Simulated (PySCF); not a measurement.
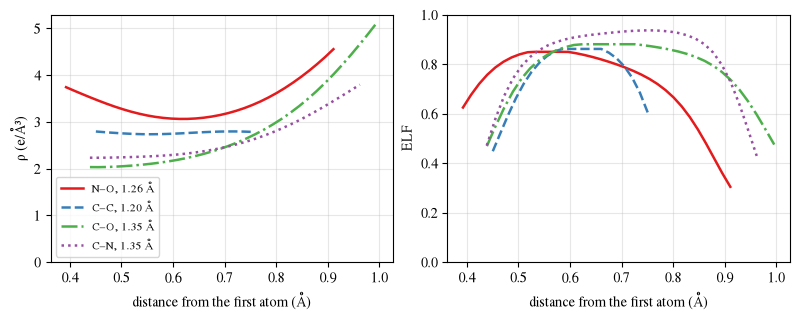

Figure. C$_{7}$H$_{5}$NO$_{2}$ (SMILES C#Cc1c[n+]([O-])ccc1O). Electron density and electron localisation function along straight lines between neighbouring atoms. The curves leave out the atomic cores.

Geometry: GFN2-xTB.

These are results of PBE0/pcSseg-1, SCF density, gas phase, non-relativistic (PySCF), not measurements.

```
atom    x (Å)    y (Å)    z (Å)
   C   3.1485   0.6664  -0.1436
   C   1.9576   0.5301  -0.0658
   C   0.5683   0.2610   0.0023
   C  -0.3305   1.2729   0.2917
   N  -1.6611   1.0551   0.3650
   O  -2.4546   1.9926   0.6297
   C  -2.1178  -0.2032   0.1446
   C  -1.2771  -1.2482  -0.1463
   C   0.0978  -1.0437  -0.2265
   O   0.9176  -2.0777  -0.5146
   H   4.1813   0.8425  -0.1994
   H  -0.0081   2.2867   0.4731
   H  -3.1876  -0.3205   0.2156
   H  -1.6741  -2.2354  -0.3156
   H   1.8355  -1.7706  -0.5323
```

Compare the contacts.

Answer. N–O (1.26 Å): ρ at the midpoint is about 3.1 e/Å³; the ELF peaks at about 0.85 between the atoms; a covalent bond.
C–C (1.20 Å): the density is about 2.7 e/Å³ at the midpoint; the ELF peaks at about 0.85 between the atoms (a multiple bond).
C–O (1.35 Å): ρ at the midpoint is about 2.4 e/Å³, with its minimum of 2 e/Å³ about 0.5 Å from C; the ELF peaks at about 0.90 between the atoms: a polar covalent bond.
C–N (1.35 Å): ρ is about 2.4 e/Å³ halfway; the ELF peaks at about 0.95 between the atoms; a covalent bond.
